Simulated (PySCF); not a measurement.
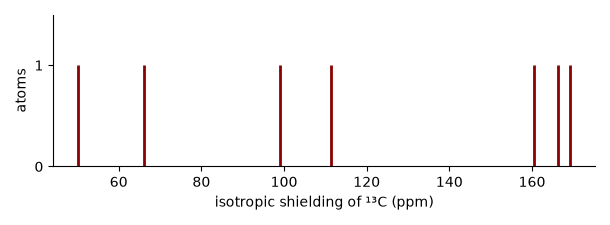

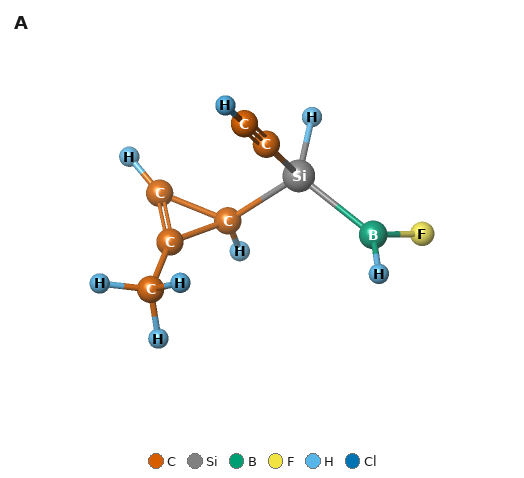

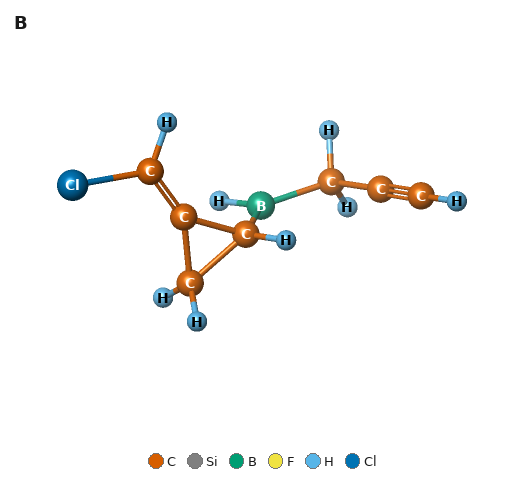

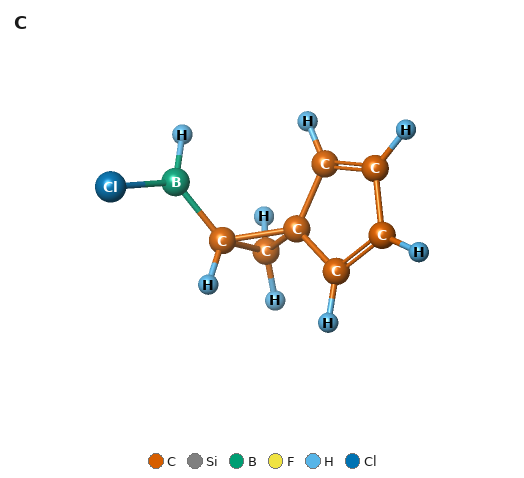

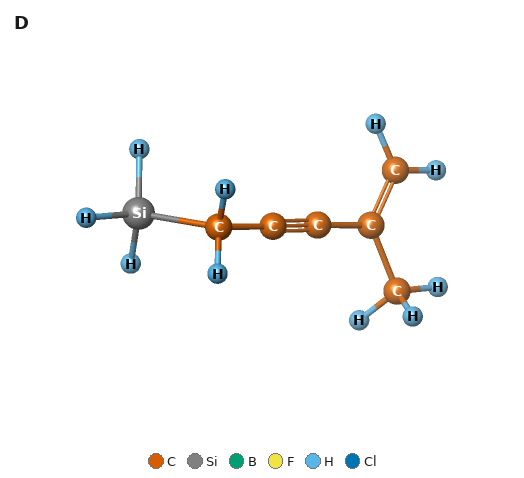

The sticks are computed shieldings of one of the molecules, for one fixed geometry (GFN2-xTB) without averaging over rotations. Low shielding means a high chemical shift. Method: GIAO PBE0/pcSseg-1 NMR shielding, non-relativistic, gas phase (PySCF 2.14.0).

### Which molecule gives this pattern?

B, `C#CCB[C@@H]1C/C1=C\Cl`. Its 7 C atoms give lines at 50.1, 66.1, 99.1, 111.4, 160.4, 166.3, 169.3 ppm.

The geometry is semi-empirical. Around B, Si such bond lengths and angles can be off by a tenth of an ångström or more and by several degrees, and values that hang on the shape move with them.
